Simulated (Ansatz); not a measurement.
CH$_{6}$BN$_{3}$O: several calculations on one system

**1. Relaxation**

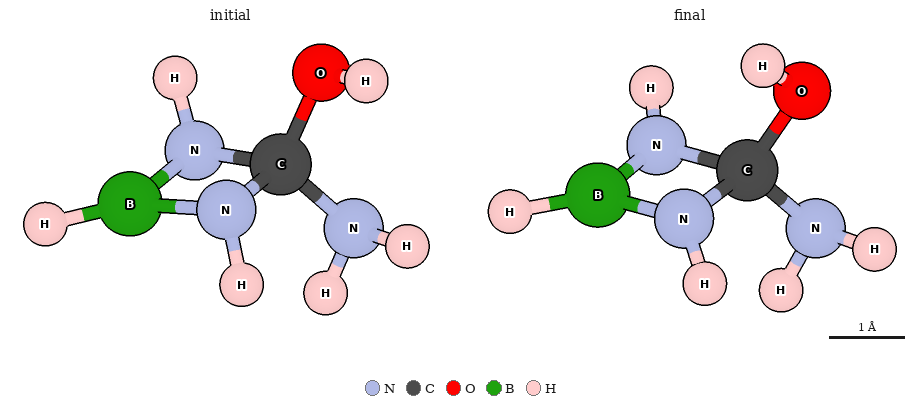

The structure of CH6BN3O before (left) and after (right) a relaxation, at one scale.

A ball-and-stick model, seen face on.

The run prepares an end point of a later path (hydrogen shift) calculation, from a guessed geometry.

These are results of RKS PBE0-D4/cc-pVDZ in Ansatz, not measurements. Set-up: no spin polarisation; force threshold 0.02 eV/Å; at most 50 steps.

Question: Summarise the run.

Answer: Over 18 accepted moves (19 points after the start) the energy falls by 27.2 kcal/mol. The largest force component goes from 4.8 to 0.0049 eV/Å. The line search rejected the trial step at point 8 of the run. The largest move after the best rigid fit is that of an H atom, 0.89 Å. Largest moves by element: H 0.89 Å, O 0.40 Å, B 0.17 Å, N 0.17 Å, C 0.12 Å. Among the contacts that change: B–N 1.539 → 1.422 Å, B–N 1.562 → 1.446 Å, H–N 1.083 → 1.019 Å, C–N 1.434 → 1.490 Å. Bond angles that change, for instance: B–N–H 112.7° → 139.6°, B–N–H 104.7° → 130.5°, C–N–H 113.8° → 124.1°. Groups turn about C–O by about 90°.

**2. Relaxation**

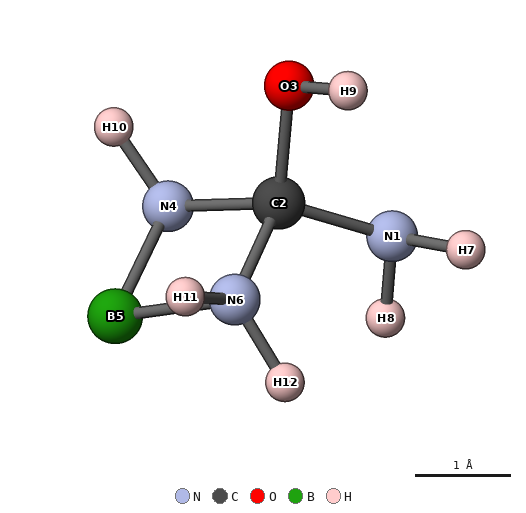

This is the input geometry for a relaxation of CH6BN3O. The picture is a ball-and-stick view, seen face on.

The run prepares an end point of a later path (hydrogen shift) calculation, from a guessed geometry.

Level of theory: RKS PBE0-D4/cc-pVDZ (Ansatz).

Input file:
```yaml
crystal:
  periodic: [false, false, false]
  atoms:
    - { symbol: "N", position_ang: [-1.5102, 0.4014, 0.0407] }
    - { symbol: C, position_ang: [-0.1034, 0.3926, 0.195] }
    - { symbol: O, position_ang: [0.3946, 1.6643, 0.4912] }
    - { symbol: "N", position_ang: [0.3543, -0.5819, 1.1618] }
    - { symbol: B, position_ang: [1.0644, -1.3369, 0.024] }
    - { symbol: "N", position_ang: [0.5843, -0.1892, -0.9203] }
    - { symbol: H, position_ang: [-1.7477, 1.0033, -0.8272] }
    - { symbol: H, position_ang: [-1.8886, -0.5036, -0.1337] }
    - { symbol: H, position_ang: [0.2873, 2.2491, -0.253] }
    - { symbol: H, position_ang: [1.0008, -0.2064, 1.8458] }
    - { symbol: H, position_ang: [1.51294, -0.00989, -1.35283] }
    - { symbol: H, position_ang: [-0.07, -0.6421, -1.5675] }
basis:
  gaussian: { orbitals: cc-pVDZ }
hamiltonian:
  xc: pbe0
  dispersion: d4
relax:
  f_tol: 0.02
  max_steps: 50
```

Run as
```bash
ansatz run input.yaml --threads 2 --pin off --max-ram 3072MiB --backend cpu --events-out ev --progress --plain --runs-dir out
```

**Where does the relaxation end?**

The atom that moves furthest after the best rigid fit is B5 (0.95 Å). Largest moves by element: B 0.95 Å, H 0.91 Å, O 0.64 Å, N 0.44 Å, C 0.34 Å. Near-neighbour distances that change, for instance: B5–N6 1.562 → 2.663 Å, C2–B5 2.094 → 2.526 Å, N4–B5 1.539 → 1.393 Å, N1–H7 1.083 → 1.021 Å. Bonds break, among them: B5–N6 (1.56 → 2.66 Å). Bond angles that change, for instance: C2–N4–B5 89.0° → 124.8°, C2–N6–H11 133.0° → 108.9°, N4–C2–N6 95.4° → 104.9°. Groups turn about C2–O3 by about 105°. Over 17 accepted moves (19 points after the start) the energy falls by 161.6 kJ/mol. The largest force component goes from 3.7 to 0.0055 eV/Å. The line search rejected the trial steps at points 9, 14 of the run.

The structure at the end:

```xyz
12

N    -1.3755    0.4148    0.0886
C     0.0498    0.3415   -0.1089
O     0.5422    1.6533   -0.1264
N     0.6240   -0.4339    0.9833
B     1.0751   -1.7472    0.8753
N     0.4495   -0.3527   -1.3050
H    -1.8010    0.8885   -0.7097
H    -1.7595   -0.5291    0.1251
H     0.0211    2.1486    0.5223
H     0.5895    0.0071    1.8999
H     1.4567   -0.2412   -1.4309
H     0.0068    0.0910   -2.1095
```

After the run, drawn alike:

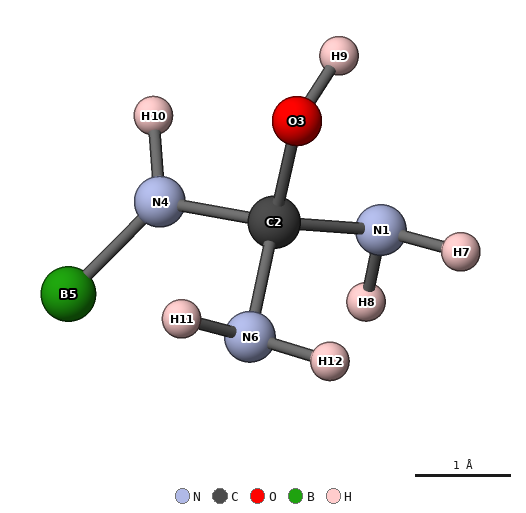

**3. Path**

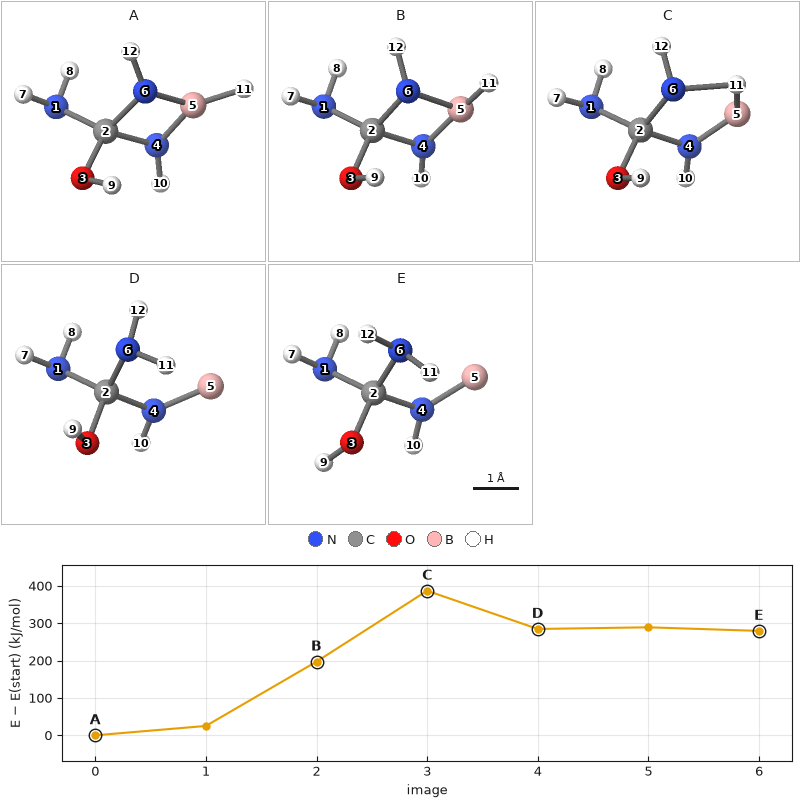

A search for the minimum-energy path of CH₆BN₃O by the nudged elastic band. Images are numbered from 0 (start) to 6 (end). Frames A to E are images 0, 2, 3, 4, 6. A ball-and-stick model, seen at a tilt.

The calculation used RKS PBE0-D4/cc-pVDZ (Ansatz). Run with 5 movable images; climbing image; force threshold 0.05 eV/Å; iteration limit 53; starting path through a guess of the saddle point.

> Read off the barrier and say what moves.

Forward barrier 386.9 kJ/mol, backward barrier 107.4 kJ/mol, with image 3 at the top; the reaction energy is +279.5 kJ/mol. The path has more than one stage, and so few images may leave a stage unresolved. Breaking: B5–H11 (1.20 → 1.27 at the top → 2.78 Å), B5–N6 (1.45 → 2.03 at the top → 2.66 Å). Forming: N6–H11 (2.43 → 1.44 at the top → 1.02 Å). The band converged in 20 iterations. The largest component of the band force went from 37 to 0.042 eV/Å. The climbing image converged on the top of the path. Its vibrational analysis gives one imaginary mode (1335i cm⁻¹), as a transition state must have.
